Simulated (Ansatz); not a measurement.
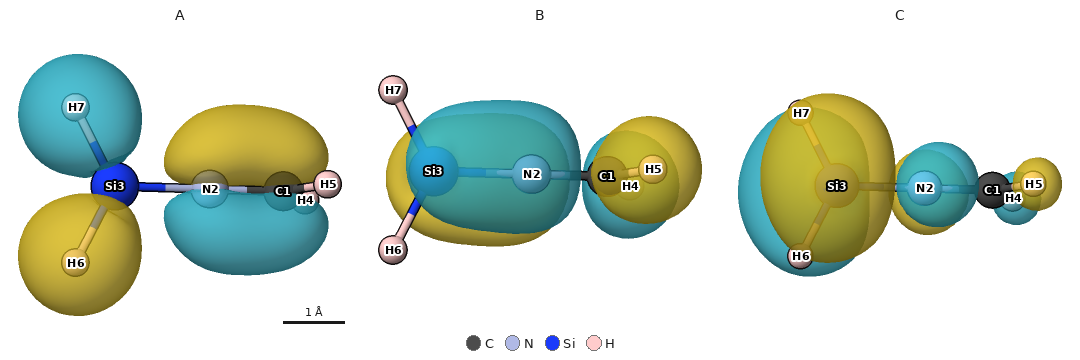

Figure 1: CH4NSi (charge +1). Three frontier orbitals at ±0.1 Å⁻³ᐟ² (yellow and cyan are the two phases), in no order.

Geometry: PBE0-D4/def2-TZVP.

Computed with RKS PBE0-D4/def2-TZVPP (Ansatz).

```xyz
7

C    -1.3168   -0.2807   -0.4962
N    -0.1702   -0.0360   -0.0642
Si    1.3065    0.2786    0.4922
H    -1.4579   -0.8342   -1.4280
H    -2.2035    0.0536    0.0485
H     1.9332    1.5319    0.0583
H     1.9089   -0.7132    1.3895
```

**Order the three orbitals by energy and name them.**

A is the HOMO−1 (−15.76 eV). It lies mainly on N2 (about 25 %), Si3 (about 25 %), C1 (about 20 %), H6 (about 15 %) and H7 (about 15 %). B is the HOMO (−13.97 eV). By Hirshfeld shares it lies mainly on N2 (about 45 %), Si3 (about 25 %), C1 (about 15 %), H4 (about 5 %) and H5 (about 5 %). C is the LUMO (−7.67 eV). By Hirshfeld shares it lies mainly on Si3 (about 70 %) and N2 (about 15 %).

**What is the HOMO–LUMO gap?**

6.30 eV between the orbital energies.
